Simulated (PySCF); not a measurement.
Geometry relaxation, with input and output: C$_{2}$H$_{5}$N$_{3}$Sn

C$_{2}$H$_{5}$N$_{3}$Sn, SMILES [SnH3][n]1cnnc1, computed with PBE0-D3(BJ)/def2-SVP geometry optimisation, gas phase (PySCF 2.14.0).

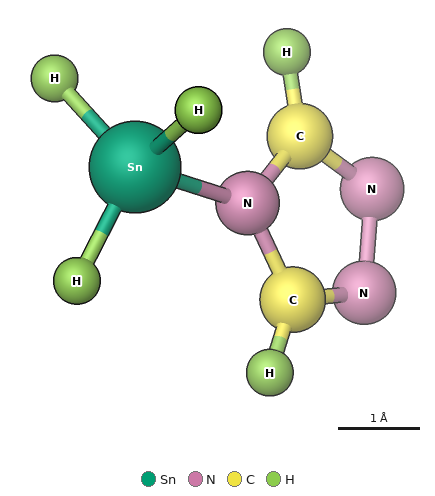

Figure 1. The input geometry (ball-and-stick view, seen at a tilt). Sticks mark near contacts. Bond lengths as drawn: C–H 1.06 to 1.08 Å, C–N 1.29 to 1.36 Å, H–Sn 1.63 to 1.69 Å, N–N 1.35 Å and N–Sn 2.01 Å.

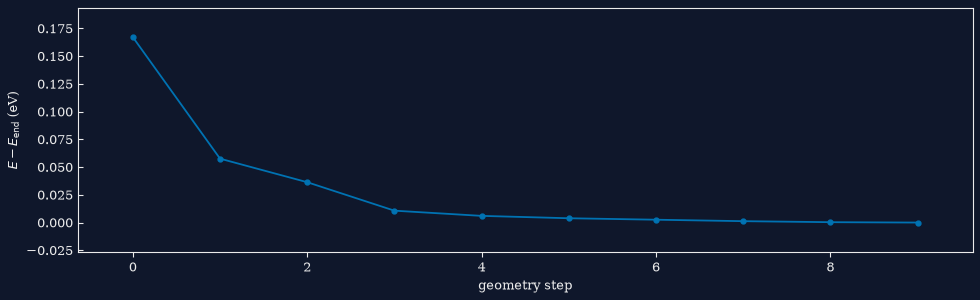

Figure 2. Progress of the relaxation, step by step (steps are counted from 0).

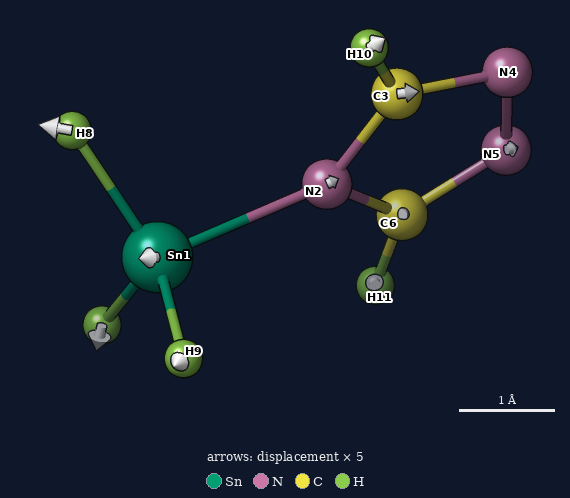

Figure 3. The starting structure with the displacements as white arrows, magnified 5 times (ball-and-stick view, seen at a tilt). The two geometries are laid on each other by the best rigid fit. The atom that moves furthest after the best rigid fit is H8 (0.076 Å). By element the largest moves are H 0.076 Å, Sn 0.053 Å, C 0.050 Å, N 0.033 Å. Distances before and after: Sn1–N2 2.014 → 2.088 Å, Sn1–H7 1.634 → 1.703 Å, C3–N4 1.343 → 1.306 Å, C3–H10 1.064 → 1.090 Å. Among the angles that change: C3–N4–N5 105.2° → 107.3°. After 9 geometry steps the energy has fallen by 0.167 eV. Largest force component: 2.1 eV/Å at the start, 0.014 eV/Å at the end. (Atoms are counted from 1 in the order of the input.)

The input and output of the run follow.

**Input file**
```
{"job": {"xc": "PBE0", "basis": "def2-SVP", "d3": "d3bj", "grid": 1, "maxiter": 30, "shake": 0.01, "kind": "geom"}, "charge": 0, "multiplicity": 1}
Sn    -1.783910    -0.159760    -0.002140
N      0.223350     0.007020    -0.018420
C      0.981180     1.134760    -0.058940
N      2.293500     0.850870    -0.016360
N      2.363380    -0.497400     0.037780
C      1.165550    -0.972160     0.044330
H     -2.092990    -1.708110    -0.421870
H     -2.307090     0.973880    -1.131050
H     -2.303430     0.243520     1.549230
H      0.587350     2.122600    -0.093630
H      0.911210    -2.021060     0.095400
```

The first line tells a small driver script what to run in PySCF; the rest is the geometry in Å.

Launch command:
```bash
OMP_NUM_THREADS=1 python <driver script> task.json out
```

**The program's output**
```
step   0  E = -457.27222344  max force = 0.040345
step   1  E = -457.27624894  max force = 0.014954
step   2  E = -457.27702931  max force = 0.013927
step   3  E = -457.27797209  max force = 0.003925
step   4  E = -457.27814439  max force = 0.001834
step   5  E = -457.27822318  max force = 0.002982
step   6  E = -457.27827139  max force = 0.002387
step   7  E = -457.27832000  max force = 0.000899
step   8  E = -457.27835351  max force = 0.001373
step   9  E = -457.27836588  max force = 0.000278
optimisation converged
```

**Trajectory as extended XYZ (Å, eV, eV/Å), 10 frames, from step=0 to step=9**
```
11
Properties=species:S:1:pos:R:3:forces:R:3 step=0 energy=-12443.01099
Sn   -1.7839   -0.1598   -0.0021   -1.0367   0.7699   0.2082
N     0.2233    0.0070   -0.0184    1.2163   0.4281  -0.0145
C     0.9812    1.1348   -0.0589    2.0746  -0.5788   0.1769
N     2.2935    0.8509   -0.0164   -2.0665   0.2954  -0.1651
N     2.3634   -0.4974    0.0378    1.1391   0.0276   0.0965
C     1.1656   -0.9722    0.0443   -0.5034  -0.6392   0.0020
H    -2.0930   -1.7081   -0.4219   -0.1825  -1.0839  -0.2793
H    -2.3071    0.9739   -1.1311   -0.1131   0.2014  -0.2356
H    -2.3034    0.2435    1.5492   -0.0781   0.0397   0.3015
H     0.5874    2.1226   -0.0936   -0.4148   0.9301  -0.0785
H     0.9112   -2.0211    0.0954   -0.0350  -0.3903  -0.0122
11
Properties=species:S:1:pos:R:3:forces:R:3 step=1 energy=-12443.12053
Sn   -1.8452   -0.1184    0.2035    0.3399  -0.1280  -0.0938
N     0.2834    0.0202    0.0722   -0.7690  -0.0394   0.2104
C     1.0487    1.1384   -0.1103   -0.0035  -0.0552  -0.4821
N     2.2902    0.8191   -0.3788   -0.0548   0.0755   0.4623
N     2.3830   -0.5360   -0.3096   -0.0937  -0.0544  -0.1797
C     1.1853   -0.9984   -0.0581    0.1166   0.1278  -0.0275
H    -2.1800   -1.7692   -0.2373    0.1253   0.4853   0.1491
H    -2.4153    1.0323   -0.9517    0.1128  -0.2153   0.2209
H    -2.3043    0.2746    1.8209    0.1221  -0.0811  -0.2800
H     0.6426    2.1540   -0.1011    0.0943  -0.1106   0.0224
H     0.9256   -2.0521    0.0419    0.0101  -0.0044  -0.0019
11
Properties=species:S:1:pos:R:3:forces:R:3 step=2 energy=-12443.14176
Sn   -1.8247   -0.1190    0.2023    0.0516  -0.0004  -0.0225
N     0.2526    0.0241    0.0543    0.0134  -0.0398  -0.4749
C     1.0282    1.1314   -0.1456    0.0947   0.2558   0.6214
N     2.2903    0.8189   -0.2735   -0.1736   0.0219  -0.7162
N     2.3643   -0.5382   -0.2933   -0.0379  -0.0767   0.4907
C     1.1573   -0.9921   -0.0789    0.1306  -0.1733   0.0535
H    -2.1357   -1.7369   -0.2040   -0.0201  -0.0813  -0.0057
H    -2.4052    0.9989   -0.9336   -0.0514   0.0712  -0.0630
H    -2.2419    0.2753    1.7989   -0.0125   0.0215   0.1031
H     0.6360    2.1486   -0.1365    0.0124   0.0166   0.0569
H     0.8928   -2.0464    0.0014   -0.0071  -0.0155  -0.0433
11
Properties=species:S:1:pos:R:3:forces:R:3 step=3 energy=-12443.16742
Sn   -1.8188   -0.1174    0.1921   -0.0535   0.0441   0.0425
N     0.2496    0.0198    0.0439    0.0677  -0.0126  -0.1235
C     1.0221    1.1346   -0.1324    0.0192  -0.0415  -0.0364
N     2.2730    0.8183   -0.3304    0.0756   0.0092   0.1999
N     2.3625   -0.5377   -0.2697   -0.0364  -0.0230  -0.2018
C     1.1567   -0.9984   -0.0706    0.0872   0.0532   0.1490
H    -2.1324   -1.7302   -0.2105   -0.0410  -0.1556  -0.0314
H    -2.4042    1.0033   -0.9373   -0.0547   0.0757  -0.0706
H    -2.2229    0.2738    1.7922   -0.0360   0.0278   0.1121
H     0.6324    2.1517   -0.1034   -0.0204   0.0187  -0.0355
H     0.8960   -2.0532    0.0176   -0.0077   0.0040  -0.0042
11
Properties=species:S:1:pos:R:3:forces:R:3 step=4 energy=-12443.17211
Sn   -1.8278   -0.1187    0.1906    0.0238   0.0118   0.0351
N     0.2548    0.0221    0.0376   -0.0163  -0.0120   0.0099
C     1.0326    1.1354   -0.1288   -0.0120   0.0223  -0.0488
N     2.2849    0.8185   -0.3217   -0.0222   0.0112   0.0219
N     2.3685   -0.5387   -0.2854   -0.0179  -0.0015   0.0943
C     1.1648   -0.9953   -0.0662   -0.0011  -0.0265  -0.0837
H    -2.1477   -1.7464   -0.2107    0.0136   0.0557   0.0179
H    -2.4268    1.0071   -0.9447    0.0217  -0.0402   0.0416
H    -2.2342    0.2769    1.8022    0.0144  -0.0136  -0.0539
H     0.6429    2.1534   -0.1028    0.0012  -0.0053  -0.0140
H     0.9022   -2.0497    0.0214   -0.0051  -0.0019  -0.0204
11
Properties=species:S:1:pos:R:3:forces:R:3 step=5 energy=-12443.17425
Sn   -1.8259   -0.1176    0.1923    0.0184  -0.0050   0.0259
N     0.2544    0.0198    0.0299   -0.0831  -0.0124  -0.1533
C     1.0292    1.1354   -0.1361    0.0132  -0.0303   0.0924
N     2.2855    0.8204   -0.3019    0.0072   0.0000  -0.0234
N     2.3713   -0.5369   -0.2630    0.0080   0.0024  -0.0127
C     1.1644   -0.9977   -0.0743    0.0120   0.0399   0.0812
H    -2.1498   -1.7441   -0.2043    0.0072   0.0344   0.0110
H    -2.4294    1.0064   -0.9390    0.0089  -0.0182   0.0182
H    -2.2232    0.2794    1.8037    0.0098  -0.0069  -0.0278
H     0.6365    2.1524   -0.1187    0.0007  -0.0063  -0.0057
H     0.9012   -2.0528    0.0029   -0.0022   0.0024  -0.0058
11
Properties=species:S:1:pos:R:3:forces:R:3 step=6 energy=-12443.17556
Sn   -1.8248   -0.1183    0.1900   -0.0072   0.0023   0.0312
N     0.2499    0.0203    0.0183    0.0533  -0.0063  -0.1228
C     1.0285    1.1345   -0.1365   -0.0068   0.0397   0.0611
N     2.2862    0.8208   -0.2933   -0.0102  -0.0052  -0.0025
N     2.3712   -0.5364   -0.2540   -0.0044  -0.0023  -0.0079
C     1.1624   -0.9957   -0.0752    0.0025  -0.0306   0.0565
H    -2.1481   -1.7416   -0.2002   -0.0051  -0.0280  -0.0067
H    -2.4351    1.0011   -0.9361   -0.0109   0.0196  -0.0216
H    -2.2110    0.2792    1.7997   -0.0068   0.0079   0.0285
H     0.6366    2.1516   -0.1202   -0.0042   0.0054  -0.0097
H     0.8982   -2.0507   -0.0010   -0.0002  -0.0025  -0.0061
11
Properties=species:S:1:pos:R:3:forces:R:3 step=7 energy=-12443.17688
Sn   -1.8234   -0.1181    0.1866   -0.0219   0.0004   0.0336
N     0.2482    0.0169   -0.0028    0.0033   0.0005  -0.0400
C     1.0249    1.1353   -0.1367    0.0062  -0.0463   0.0183
N     2.2849    0.8235   -0.2752    0.0382  -0.0038  -0.0060
N     2.3731   -0.5339   -0.2384    0.0356   0.0162   0.0173
C     1.1640   -0.9980   -0.0770   -0.0216   0.0369  -0.0023
H    -2.1522   -1.7412   -0.1946   -0.0112  -0.0449  -0.0136
H    -2.4440    0.9991   -0.9351   -0.0123   0.0241  -0.0278
H    -2.1920    0.2836    1.7989   -0.0118   0.0108   0.0360
H     0.6298    2.1511   -0.1249   -0.0046   0.0032  -0.0089
H     0.9009   -2.0537   -0.0093    0.0001   0.0028  -0.0066
11
Properties=species:S:1:pos:R:3:forces:R:3 step=8 energy=-12443.17780
Sn   -1.8261   -0.1202    0.1825   -0.0206  -0.0007   0.0184
N     0.2441    0.0144   -0.0445    0.0706   0.0145   0.0170
C     1.0246    1.1338   -0.1399   -0.0108   0.0586  -0.0362
N     2.2905    0.8282   -0.2357   -0.0180  -0.0053   0.0422
N     2.3812   -0.5287   -0.1966   -0.0062   0.0025  -0.0256
C     1.1674   -0.9952   -0.0843   -0.0292  -0.0623   0.0021
H    -2.1639   -1.7477   -0.1840    0.0006  -0.0055  -0.0084
H    -2.4706    0.9942   -0.9330    0.0067  -0.0038  -0.0020
H    -2.1637    0.2893    1.8028    0.0009   0.0005  -0.0069
H     0.6259    2.1484   -0.1425    0.0000   0.0051  -0.0035
H     0.9046   -2.0519   -0.0333    0.0060  -0.0037   0.0029
11
Properties=species:S:1:pos:R:3:forces:R:3 step=9 energy=-12443.17813
Sn   -1.8262   -0.1208    0.1836   -0.0014  -0.0061   0.0063
N     0.2454    0.0158   -0.0377    0.0087   0.0062  -0.0002
C     1.0251    1.1356   -0.1398   -0.0047   0.0012  -0.0016
N     2.2901    0.8277   -0.2388   -0.0015  -0.0081   0.0006
N     2.3796   -0.5294   -0.2025    0.0103   0.0036   0.0026
C     1.1663   -0.9959   -0.0828   -0.0143   0.0016  -0.0007
H    -2.1614   -1.7483   -0.1875    0.0014   0.0010  -0.0037
H    -2.4651    0.9940   -0.9341    0.0004   0.0007  -0.0045
H    -2.1703    0.2876    1.8022   -0.0006   0.0008   0.0012
H     0.6272    2.1506   -0.1417   -0.0003  -0.0007  -0.0001
H     0.9034   -2.0525   -0.0294    0.0021  -0.0003   0.0001
```

**Summary**

| quantity | value |
| --- | --- |
| outcome | converged |
| total energy | −457.278366 hartree |
| dipole moment | 7.16 D |
| point group | C1 |
| hardware | 1 CPU thread, shared host |
| wall time | 61 s |
| peak memory | 0.52 GiB |
